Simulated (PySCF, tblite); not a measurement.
# C4H8F3NSi: dynamics, then NMR shifts on frames

Aim: move C4H8F3NSi (`FC(F)(F)[Si@@H]1CCCN1`) away from its starting geometry and see how NMR shifts follow the geometry.

Computed with tblite 0.8.0 and PySCF 2.14.0, with density-fitted response routines of our own, on a single molecule in the gas phase. Atoms are numbered from 0 throughout.

### 1 The starting structure

17 atoms, charge 0, multiplicity 1; geometry from: GFN2-xTB.

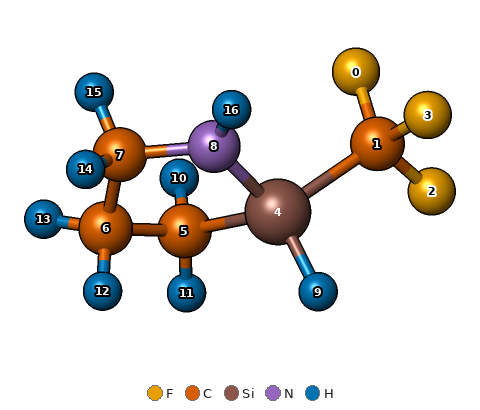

The starting geometry (fluorine amber, carbon orange, silicon brown, nitrogen purple, hydrogen blue), atoms numbered.

### 2 Thermal motion with GFN2-xTB

What the job is given:

```
{"job": {"kind": "md", "xc": "GFN2-xTB", "basis": "xTB", "temperature": 400, "steps": 2000, "every": 50, "frames": 5}, "charge": 0, "multiplicity": 1}
F      2.496097     1.553007    -0.079894
C      2.503063     0.232986     0.183556
F      3.378248    -0.318136    -0.681380
F      3.067088     0.101640     1.404292
Si     0.760819    -0.616481     0.111205
C     -0.373663    -0.143297    -1.324796
C     -1.737428    -0.200617    -0.635544
C     -1.608648     0.408849     0.762466
N     -0.261879     0.139897     1.240597
H      1.061230    -2.048753     0.237418
H     -0.175358     0.865370    -1.687023
H     -0.346477    -0.811591    -2.180238
H     -2.031702    -1.246142    -0.537233
H     -2.506074     0.316789    -1.209546
H     -2.352942    -0.021775     1.439266
H     -1.770377     1.492343     0.726385
H     -0.108995     0.307939     2.220561
```

Level: GFN2-xTB Langevin dynamics, gas phase.

On the command line:

```
$ OMP_NUM_THREADS=1 python probes_run.py task.json out
```

The driver reads the jobs from task.json and runs them one after another.

The program printed:

```text
t/fs     T/K      E/eV
    0.0   345.3   -857.68337
   25.0   277.8   -857.20478
   50.0   289.4   -856.95636
   75.0   436.5   -857.16044
  100.0   459.6   -857.09911
  125.0   394.4   -856.85294
  150.0   342.4   -856.72517
  175.0   382.7   -856.91152
  200.0   384.5   -857.22471
  225.0   271.3   -856.79412
  250.0   389.0   -857.11013
  275.0   271.0   -856.99538
  300.0   319.5   -856.99379
  325.0   302.1   -857.00632
  350.0   304.4   -857.13685
  375.0   298.3   -856.94067
  400.0   312.4   -857.01850
  425.0   323.0   -856.86541
  450.0   407.2   -857.15621
  475.0   408.1   -857.17093
  500.0   395.2   -856.96077
  525.0   372.5   -856.74081
  550.0   672.7   -857.13394
  575.0   443.5   -856.74053
  600.0   457.6   -856.86235
  625.0   576.1   -857.11353
  650.0   316.3   -856.74846
  675.0   399.7   -856.95001
  700.0   378.5   -856.92283
  725.0   352.5   -856.64808
  750.0   359.4   -856.67576
  775.0   424.0   -857.09155
  800.0   387.8   -857.12363
  825.0   311.3   -856.74680
  850.0   357.3   -856.86509
  875.0   407.0   -856.92233
  900.0   395.2   -856.82235
  925.0   448.0   -856.97445
  950.0   400.9   -856.88021
  975.0   322.2   -856.75179
 1000.0   277.4   -856.46156
```

It took 15 s on 1 thread of AMD EPYC 9R14, shared host; peak memory 0.18 GiB.

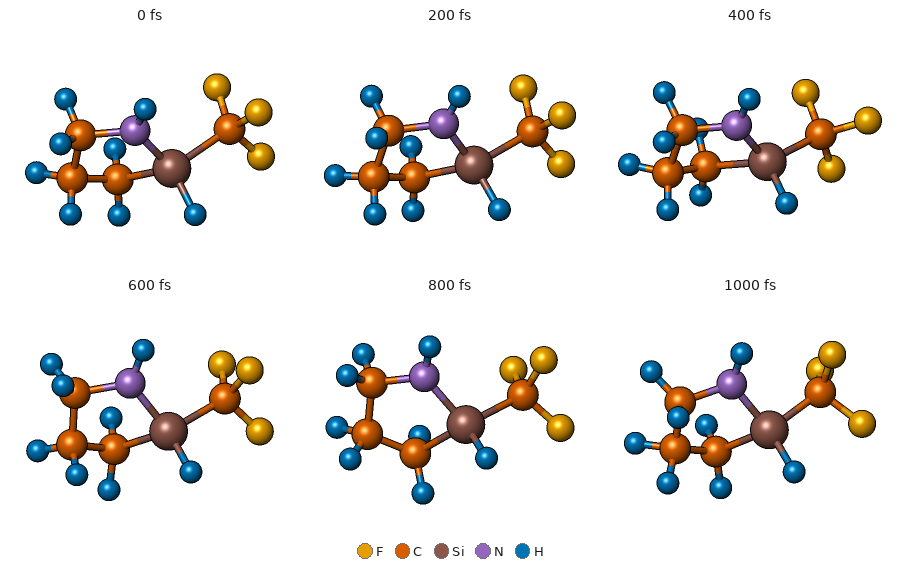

Frames of the run.

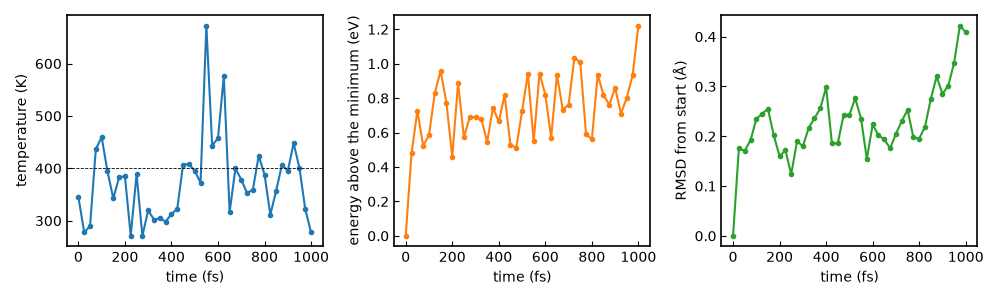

Temperature, potential energy and distance from the start.

Positions (Å) and forces (eV/Å) at 1000 fs:

```xyz
17

F     1.940    2.021   -0.162   -0.712   -1.503    1.152
C     1.573    1.026    0.815    4.184    1.246   -2.830
F     2.522    0.042    0.652    0.007    0.576   -0.092
F     1.836    1.581    1.937    0.514    0.995    1.900
Si    0.005    0.179    0.797   -1.771   -2.908   -0.281
C    -1.190    0.333   -0.601   -0.191   -0.090   -1.540
C    -2.450    0.253    0.221   -3.460    0.152   -1.061
C    -2.361    1.010    1.528    1.020   -1.162    1.500
N    -0.922    1.265    1.643   -1.665    1.760    2.762
H     0.291   -1.269    1.237   -0.133    0.868   -0.255
H    -1.153    1.304   -1.108    0.109    0.085    0.337
H    -1.072   -0.362   -1.450   -0.547   -0.149    0.688
H    -2.892   -0.750    0.382    1.131    0.025    0.067
H    -3.358    0.729   -0.219    0.667   -0.031   -0.849
H    -2.701    0.276    2.316    0.357    0.727   -0.211
H    -2.979    1.911    1.694    0.511   -0.245   -0.620
H    -0.693    1.730    2.535   -0.022   -0.345   -0.665
```

### 3 Nuclear shieldings: 250 fs, PBE0/pcSseg-1

What the job is given:

```
{"job": {"kind": "nmr", "xc": "PBE0", "basis": "pcSseg-1", "pop": false}, "charge": 0, "multiplicity": 1}
F      2.400900     1.598900    -0.364300
C      2.307200     0.315900    -0.001500
F      2.965000    -0.288700    -1.044000
F      3.090500     0.060500     1.074800
Si     0.518200    -0.526300     0.190600
C     -0.750800    -0.192400    -1.071400
C     -2.032100    -0.261600    -0.275200
C     -1.781700     0.422900     1.100900
N     -0.408500     0.189800     1.419500
H      0.723300    -2.013100     0.380500
H     -0.763300     0.759000    -1.669800
H     -0.728600    -1.023500    -1.795100
H     -2.352700    -1.308700    -0.187100
H     -2.873600     0.342700    -0.703600
H     -2.483700     0.089300     1.814900
H     -1.920700     1.480800     0.912000
H     -0.083700     0.513900     2.242900
```

Level: GIAO PBE0/pcSseg-1 NMR shielding, non-relativistic, gas phase.

The program printed:

```text
coarse grid: 15248 points
cycle   1  E = -800.0737020214  dE =  1.354e+00  |g| = 9.601e-01  |ddm| = 3.703e+00
cycle   2  E = -799.8645520519  dE =  2.091e-01  |g| = 1.486e+00  |ddm| = 1.438e+00
cycle   3  E = -800.2427082492  dE = -3.782e-01  |g| = 4.725e-02  |ddm| = 9.021e-01
cycle   4  E = -800.2429648445  dE = -2.566e-04  |g| = 3.143e-02  |ddm| = 6.382e-02
cycle   5  E = -800.2431802125  dE = -2.154e-04  |g| = 8.209e-03  |ddm| = 3.054e-02
cycle   6  E = -800.2431955936  dE = -1.538e-05  |g| = 1.185e-03  |ddm| = 7.364e-03
cycle   7  E = -800.2431958296  dE = -2.361e-07  |g| = 4.816e-04  |ddm| = 1.238e-03
final grid: 145544 points
cycle   8  E = -800.3150770997  dE = -4.957e-05  |g| = 9.056e-03  |ddm| = 2.494e-02
cycle   9  E = -800.3150636808  dE =  1.342e-05  |g| = 1.236e-02  |ddm| = 1.681e-02
cycle  10  E = -800.3150952013  dE = -3.152e-05  |g| = 6.831e-04  |ddm| = 9.600e-03
cycle  11  E = -800.3150952740  dE = -7.267e-08  |g| = 3.170e-04  |ddm| = 7.243e-04
cycle  12  E = -800.3150952924  dE = -1.841e-08  |g| = 7.262e-05  |ddm| = 2.684e-04
cycle  13  E = -800.3150952933  dE = -9.024e-10  |g| = 2.413e-05  |ddm| = 7.328e-05
converged SCF energy = -800.3150952933

GIAO shielding tensors (ppm)
atom      isotropic    diamagn.    paramagn.     s11        s22        s33       span
  0 F      247.175     474.084    -226.909    155.298    256.077    330.150    174.853
  1 C       47.047     251.949    -204.901     41.561     44.679     54.902     13.342
  2 F      233.988     473.645    -239.658    117.290    242.264    342.409    225.118
  3 F      239.780     472.700    -232.919    134.898    247.141    337.303    202.406
  4 Si     358.904     879.365    -520.461    310.587    370.990    395.136     84.549
  5 C      178.471     252.345     -73.874    166.955    176.382    192.075     25.120
  6 C      156.673     249.222     -92.549    132.359    165.080    172.581     40.222
  7 C      142.464     243.574    -101.109    119.650    137.758    169.986     50.336
  8 N      251.033     324.021     -72.989    204.237    245.161    303.700     99.463
  9 H       26.045      28.136      -2.091     22.359     23.745     32.030      9.670
 10 H       29.525      30.252      -0.727     24.059     27.468     37.048     12.990
 11 H       30.454      30.138       0.316     25.633     28.075     37.654     12.020
 12 H       29.518      29.659      -0.141     24.205     27.564     36.786     12.580
 13 H       28.782      28.619       0.163     24.077     26.319     35.950     11.873
 14 H       29.306      28.818       0.488     24.276     27.490     36.154     11.878
 15 H       28.665      30.163      -1.498     22.971     26.749     36.276     13.305
 16 H       33.737      35.200      -1.463     23.381     30.633     47.197     23.815
```

Run time: 24 s. Hardware: 1 thread of AMD EPYC 9R14, shared host; peak memory 0.88 GiB.

Shifts follow as δ = σ(reference) − σ, with reference shieldings (ppm) from runs at the same level and on the same kind of geometry: 1H TMS 31.72, 13C TMS 186.9, 29Si TMS 349.2, 19F CFCl3 170.9, 15N NH3 267.7. The references are single molecules in the gas phase, so shifts against H2O, NH3, PH3, H3PO4 or CFCl3 are not on the usual liquid scales and can be off by tens of ppm. Each atom is listed at this fixed geometry, with no averaging over motion; a spectrum would average atoms that exchange fast.

| atoms | environment | σ (ppm) | δ (ppm) |
| --- | --- | --- | --- |
| C1 | CF3 carbon | 47.0 | 139.9 |
| C7 | sp3 CH2 bonded to N | 142.5 | 44.5 |
| C6 | sp3 CH2 in a ring | 156.7 | 30.3 |
| C5 | sp3 CH2 bonded to Si | 178.5 | 8.5 |
| H9 | hydrogen on a silicon bonded to 2 C, N, in a 5-membered ring | 26.04 | 5.67 |
| H15 | hydrogen on an sp3 CH2 bonded to N | 28.66 | 3.05 |
| H13 | hydrogen on an sp3 CH2 in a ring | 28.78 | 2.94 |
| H14 | hydrogen on an sp3 CH2 bonded to N | 29.31 | 2.41 |
| H12 | hydrogen on an sp3 CH2 in a ring | 29.52 | 2.20 |
| H10 | hydrogen on an sp3 CH2 bonded to Si | 29.52 | 2.19 |
| H11 | hydrogen on an sp3 CH2 bonded to Si | 30.45 | 1.26 |
| H16 | hydrogen on a nitrogen bonded to C, Si, in a 5-membered ring | 33.74 | -2.02 |
| F2 | fluorine of a CF3 group | 234.0 | -63.0 |
| F3 | fluorine of a CF3 group | 239.8 | -68.8 |
| F0 | fluorine of a CF3 group | 247.2 | -76.2 |
| Si4 | silicon bonded to 2 C, N, H, in a 5-membered ring | 358.9 | -9.7 |
| N8 | nitrogen bonded to C, Si, H, in a 5-membered ring | 251.0 | 16.7 |

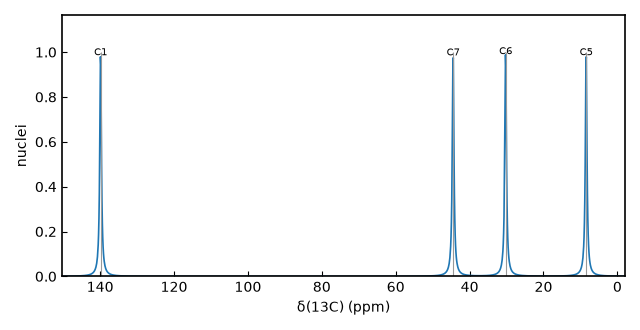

13C lines at the computed shifts, without couplings. Lines are broadened to a width of 0.53 ppm (Lorentzian).

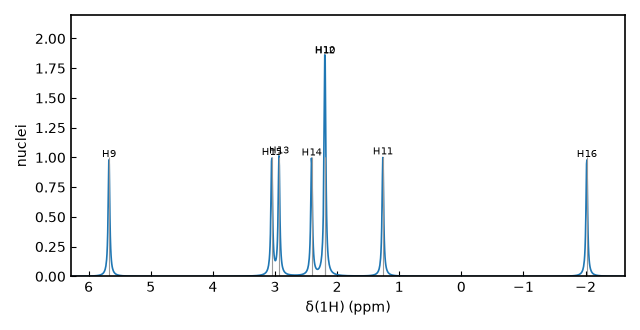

1H lines at the computed shifts, without couplings. Lines are broadened to a width of 0.03 ppm (Lorentzian).

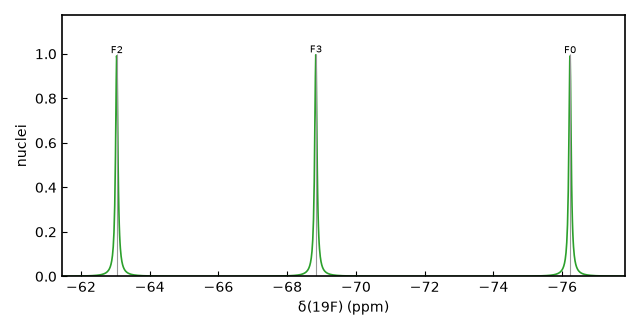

19F lines at the computed shifts, without couplings. Lines are broadened to a width of 0.08 ppm (Lorentzian).

Ring of atoms Si4, C5, C6, C7, N8: NICS(0) -6.3, NICS(1) -3.3, NICS(1)zz -3.4 ppm (means of both faces). The ring holds saturated atoms, so no π current runs round it: these values come from its σ bonds, any local π bonds and neighbouring rings, and say nothing of aromaticity.

### 4 Nuclear shieldings: 425 fs, PBE0/pcSseg-1

What the job is given:

```
{"job": {"kind": "nmr", "xc": "PBE0", "basis": "pcSseg-1", "pop": false}, "charge": 0, "multiplicity": 1}
F      2.183000     1.721000    -0.179900
C      2.263900     0.381800     0.020600
F      2.761900    -0.248700    -1.110800
F      3.301500     0.198400     0.900400
Si     0.489400    -0.411800     0.472500
C     -0.764200     0.196500    -0.738500
C     -2.084100    -0.001600     0.114400
C     -1.808300     0.567700     1.549400
N     -0.391400     0.271800     1.769600
H      0.993700    -1.894000     0.247400
H     -0.536100     1.196900    -1.094200
H     -0.987600    -0.410500    -1.700000
H     -2.207700    -1.078600     0.149000
H     -3.008700     0.395400    -0.216800
H     -2.445400     0.161500     2.254100
H     -1.883800     1.699200     1.564400
H     -0.038200     0.580500     2.620300
```

Level: GIAO PBE0/pcSseg-1 NMR shielding, non-relativistic, gas phase.

The program printed:

```text
coarse grid: 15248 points
cycle   1  E = -800.0743806465  dE =  1.092e+00  |g| = 9.376e-01  |ddm| = 3.675e+00
cycle   2  E = -799.8656367059  dE =  2.087e-01  |g| = 1.480e+00  |ddm| = 1.307e+00
cycle   3  E = -800.2342616358  dE = -3.686e-01  |g| = 5.469e-02  |ddm| = 8.268e-01
cycle   4  E = -800.2346163495  dE = -3.547e-04  |g| = 3.825e-02  |ddm| = 8.436e-02
cycle   5  E = -800.2349526063  dE = -3.363e-04  |g| = 8.705e-03  |ddm| = 3.807e-02
cycle   6  E = -800.2349685848  dE = -1.598e-05  |g| = 1.957e-03  |ddm| = 7.616e-03
cycle   7  E = -800.2349692578  dE = -6.731e-07  |g| = 6.262e-04  |ddm| = 1.861e-03
final grid: 145544 points
cycle   8  E = -800.3064716303  dE = -4.986e-05  |g| = 9.792e-03  |ddm| = 2.798e-02
cycle   9  E = -800.3064548008  dE =  1.683e-05  |g| = 1.365e-02  |ddm| = 1.728e-02
cycle  10  E = -800.3064926840  dE = -3.788e-05  |g| = 8.627e-04  |ddm| = 9.898e-03
cycle  11  E = -800.3064928070  dE = -1.230e-07  |g| = 3.968e-04  |ddm| = 9.118e-04
cycle  12  E = -800.3064928375  dE = -3.050e-08  |g| = 8.302e-05  |ddm| = 3.217e-04
cycle  13  E = -800.3064928386  dE = -1.048e-09  |g| = 3.150e-05  |ddm| = 7.676e-05
cycle  14  E = -800.3064928387  dE = -1.646e-10  |g| = 6.685e-06  |ddm| = 2.584e-05
converged SCF energy = -800.3064928387

GIAO shielding tensors (ppm)
atom      isotropic    diamagn.    paramagn.     s11        s22        s33       span
  0 F      245.548     475.325    -229.778    138.756    271.047    326.840    188.084
  1 C       39.616     253.013    -213.397     27.734     41.033     50.080     22.346
  2 F      225.915     474.325    -248.410    110.293    236.344    331.108    220.815
  3 F      236.093     472.164    -236.071    129.545    238.597    340.138    210.593
  4 Si     370.751     878.558    -507.807    342.333    350.891    419.029     76.696
  5 C      172.253     252.326     -80.073    163.060    168.312    185.388     22.329
  6 C      155.290     249.754     -94.464    132.206    161.446    172.218     40.012
  7 C      138.340     245.007    -106.667    120.693    130.955    163.371     42.678
  8 N      235.124     324.098     -88.973    191.362    226.309    287.703     96.341
  9 H       25.324      26.976      -1.651     21.521     23.972     30.480      8.960
 10 H       30.495      31.923      -1.427     25.723     28.588     37.175     11.452
 11 H       29.072      29.639      -0.567     23.828     27.006     36.382     12.554
 12 H       30.164      31.049      -0.885     25.510     27.858     37.123     11.613
 13 H       30.030      29.943       0.087     25.163     27.576     37.351     12.188
 14 H       29.605      29.311       0.294     24.840     27.832     36.142     11.301
 15 H       27.590      28.398      -0.807     22.354     25.362     35.054     12.701
 16 H       32.065      32.956      -0.890     22.069     29.116     45.011     22.942
```

It took 24 s on 1 thread of AMD EPYC 9R14, shared host; peak memory 0.93 GiB.

In short: δ C1 147.3, C7 48.6, C6 31.6, C5 14.7, H9 6.39, H15 4.13 ppm.

[end of part 1 of 2]
